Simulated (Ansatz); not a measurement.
## Electronic structure of CH$_{4}$MgO$_{2}$ in real space

Input file:

```
crystal:
  periodic: [false, false, false]
  atoms:
    - {symbol: C, position_ang: [0.070604, 1.600991, -0.681751]}
    - {symbol: O, position_ang: [0.035432, 0.333002, -0.149478]}
    - {symbol: Mg, position_ang: [0.003427, -1.286825, 0.530685]}
    - {symbol: O, position_ang: [0.051142, -2.913331, 1.215080]}
    - {symbol: H, position_ang: [1.101311, 1.966116, -0.799227]}
    - {symbol: H, position_ang: [-0.457764, 2.325634, -0.045156]}
    - {symbol: H, position_ang: [-0.400605, 1.640004, -1.674712]}
    - {symbol: H, position_ang: [-0.311447, -3.722690, 1.548757]}
basis:
  gaussian: {orbitals: def2-TZVPP}
hamiltonian: {xc: pbe0, dispersion: d4}
output: {orbitals: {seedname: orbitals}}
```

Command:

```sh
ansatz run in.yaml --threads 2 --pin off --events-out ev --progress --plain --max-ram 22528MiB --backend cpu
```

Geometry: PBE0-D4/def2-TZVP.

The calculation used RKS PBE0-D4/def2-TZVPP (Ansatz 0.2.0).

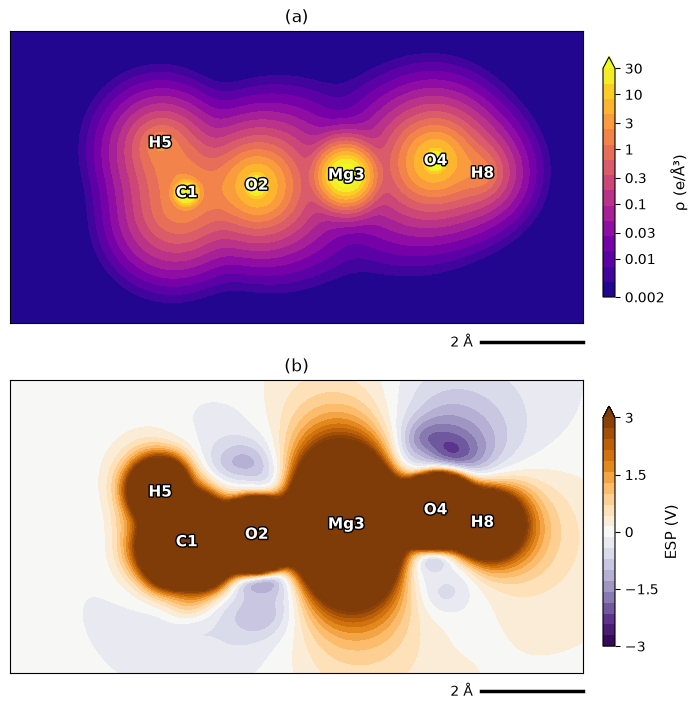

Figure 1. (a) electron density; (b) electrostatic potential on the plane of atoms Mg3, O4 and H8.

### What does the map show?

The plane passes through C, O, Mg and H nuclei. C–O (1.38 Å): ρ at the midpoint is about 2.2 e/Å³, with its minimum of 1.9 e/Å³ about 0.5 Å from C. Mg–O (1.76 Å): ρ at the midpoint is about 0.61 e/Å³. O–H (0.95 Å): ρ is about 3.9 e/Å³ halfway. C–H (1.10 Å): ρ is about 2 e/Å³ halfway. Outside the dense part of the molecule the potential is most negative (−2.2 V) near O4.

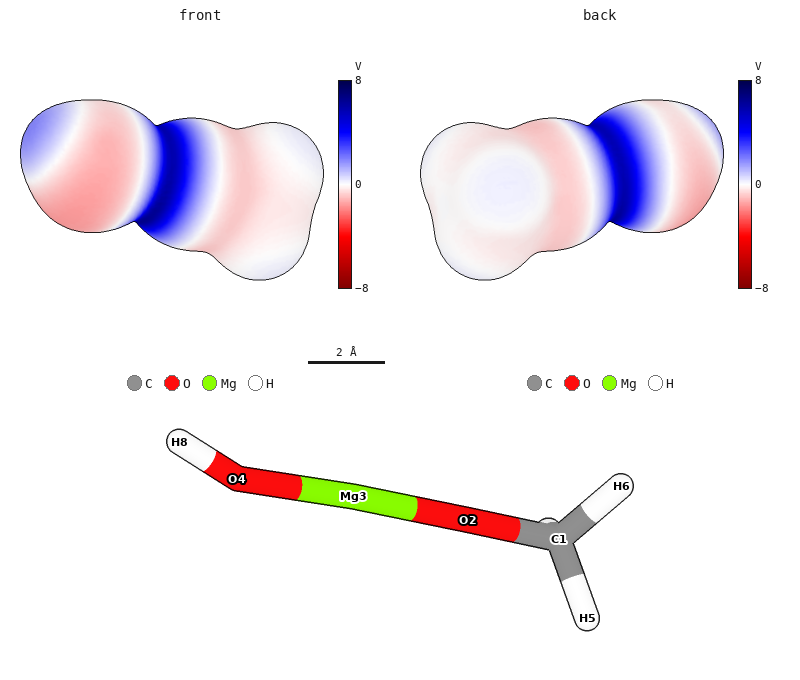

Figure 2. The electrostatic potential painted on the density surface at 0.002 e/bohr³, seen from the front and from behind; the colour scale runs from red (negative) to blue (positive). The bare structure is drawn below in the same view.

### Describe the electrostatic potential map.

The most negative region (about −1.5 V, or −35 kcal/mol for a unit charge) lies over O4, the most positive (about +6.2 V, or +143 kcal/mol for a unit charge) over Mg3. O4 is the likeliest acceptor of a hydrogen bond.
